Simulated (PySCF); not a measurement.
## Electronic structure of TlSe (charge +1, triplet) in real space

```yaml
atoms:
  - { symbol: Tl, position_ang: [0.0000, 0.0000, -0.9209] }
  - { symbol: Se, position_ang: [0.0000, 0.0000, 2.3621] }
```

Core potentials replace the inner electrons of Tl.

Method: PySCF, PBE0/cc-pVDZ(-PP), non-relativistic Hamiltonian with scalar-relativistic core potentials where named, at a bond length of 3.283 Å.

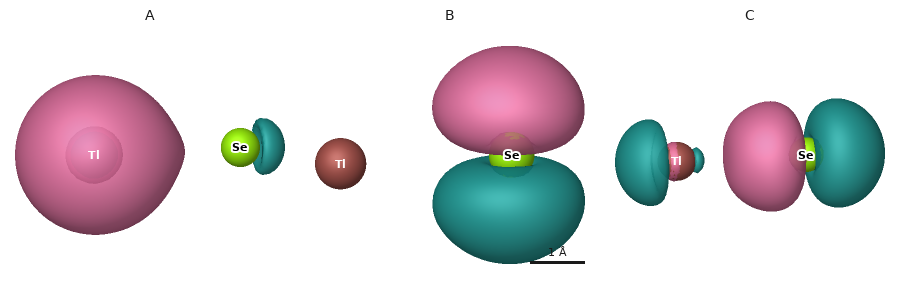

Figure 1. Three frontier β-spin orbitals, each drawn at the value that holds 80 % of its norm (teal and pink are the two phases), in no order; of a degenerate pair one member is drawn.

Q: Name the orbitals and rank them from lowest to highest energy.

A: Orbital A: σ, occupied in this spin, −16.35 eV; mainly on Tl (95 %).
Orbital C: σ, occupied in this spin, −11.88 eV; mainly on Se (80 %).
Orbital B: π, empty in this spin, −9.09 eV; mainly on Se (95 %).

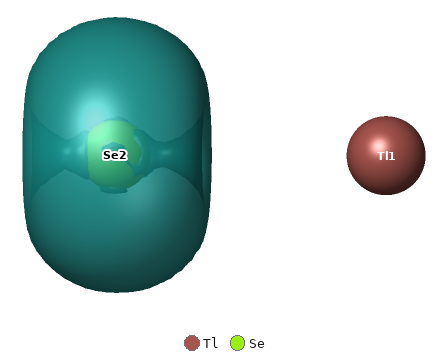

Figure 2. Isosurfaces of the spin density at +0.03 (teal) and −0.03 e/Å³ (pink), seen from one side.

Q: Describe the spin distribution.

A: The unpaired spin (2 electrons) lies mostly on Se2 (about 2.0), in electrons by Hirshfeld's partition.

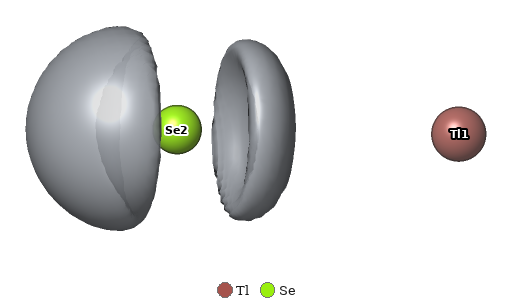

Figure 3. Isosurface of the electron localisation function at 0.8 (grey), seen from one side. Only the valence region is drawn (cores and ρ < 0.01 e/Å³ removed).

Q: Describe the localisation domains.

A: The ELF exceeds this value in one lobe on Se, pointing away from the bonds (non-bonding electrons, which may merge into one lobe) and one region wrapped around Se (its valence shell). Along the contacts the grid gives the following. Tl–Se (3.28 Å): the ELF peaks at about 0.90 in the valence shell of Se, 1.1 Å from its nucleus, and drops to about 0.15 between the two atoms.
